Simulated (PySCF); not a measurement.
# P: excitation energy in aug-cc-pwCVTZ

Aim: the excitation energy of phosphorus from differences of total energies, at each level of theory, and how far each lands from the tabulated value where there is one.

Method: unrestricted determinants in a Gaussian basis, no spin-orbit coupling in the energies. Code: PySCF 2.14.0.

## Step 1: Starting point

```
Element                                   : phosphorus (Z = 15)
Basis                                     : aug-cc-pwCVTZ (8s7p5d3f, 75 functions)
Hamiltonian                               : the non-relativistic Hamiltonian (point nucleus)
State 1                                   : P: [Ne] 3s1 3p3 4s1, high-spin 6S determinant (an excited configuration)
Needed too, but not shown                 : P [Ne] 3s2 3p3 (4S)
Methods                                   : CCSD(T)
Core shells frozen in the correlated runs : all electrons: nothing (for P)
```

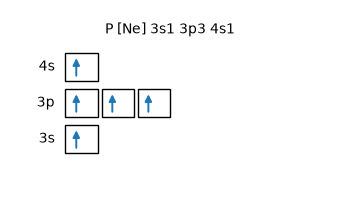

Occupation of the outer shells (arrows by Hund's rule).

One driver process ran all states and methods and kept the integrals in memory. Each run is shown as a PySCF script that sums up its settings (the driver passes frozen orbitals as a list and adds second-order terms of double hybrids); the logs are those of the runs themselves. The driver starts from symmetry-adapted Hartree-Fock orbitals, holds the occupation by maximum overlap and uses a logarithmic radial grid for functionals, so a plain start would take other cycles.

The integrals over 75 functions and the set-up took 0.18 s of CPU time.

## Step 2: P [Ne] 3s1 3p3 4s1: CCSD(T) (all electrons)

#### CCSD(T) (all electrons)

Input file input.py:

```python
from pyscf import gto, scf, dft, mp, cc
import basis_set_exchange as bse
mol = gto.M(atom="P 0 0 0", charge=0, spin=5, symmetry="D2h",
            basis=gto.basis.parse(bse.get_basis("aug-cc-pwCVTZ", elements=["P"], fmt="nwchem")))
mf = scf.UHF(mol)
mf.irrep_nelec = {'Ag': (4, 2), 'B1u': (2, 1), 'B2u': (2, 1), 'B3u': (2, 1)}
mf.kernel()
mycc = cc.CCSD(mf, frozen=0).run()
mycc.ccsd_t()
```

**Question.** What will these runs give?

**Answer**, as computed:

| quantity | value |
| --- | --- |
| excitation energy, P → [Ne] 3s1 3p3 4s1 | UHF 10.699, CCSD(T) (all electrons) 12.551 eV |

Accuracy by level (over 1 difference):

| method | mean absolute miss against CCSD(T) (all electrons) (eV) |
| --- | --- |
| UHF | 1.852 |
| MP2 (all electrons) | 0.206 |
| SCS-MP2 (all electrons) | 0.239 |
| CCSD (all electrons) | 0.108 |
| CCSD(T) (all electrons) | 0.000 |

What this shows: The methods span 2.091 eV, from UHF (10.699) to SCS-MP2 (all electrons) (12.790). No reference value is at hand in this session. The basis is finite, and no extrapolation was made.
